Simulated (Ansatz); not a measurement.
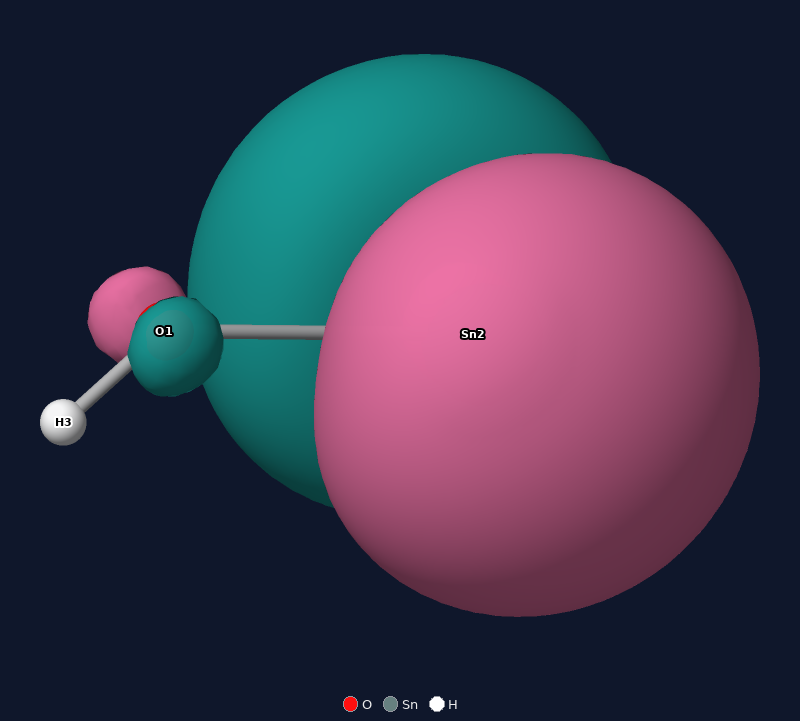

HOSn (charge +1, triplet). One frontier orbital at ±0.08 Å⁻³ᐟ² (teal and pink are the two phases), seen at a tilt.

Geometry: PBE0-D3(BJ)/def2-SVP; core potentials replace the inner electrons of Sn.

Method: isolated molecule in a Gaussian basis; Kohn-Sham density functional theory, functional PBE0 in Ansatz 0.2.0.

```xyz
3

O    -1.9733    0.1681   -0.3202
Sn   -1.9125   -0.4094   -2.7193
H    -2.5180   -0.1283    0.4455
```

Question: Which orbital is it: HOMO (α) or LUMO (α)?

Answer: The HOMO (α), at −10.76 eV. It lies mainly on Sn2 (about 100 %); it changes sign across the molecular plane (π type).
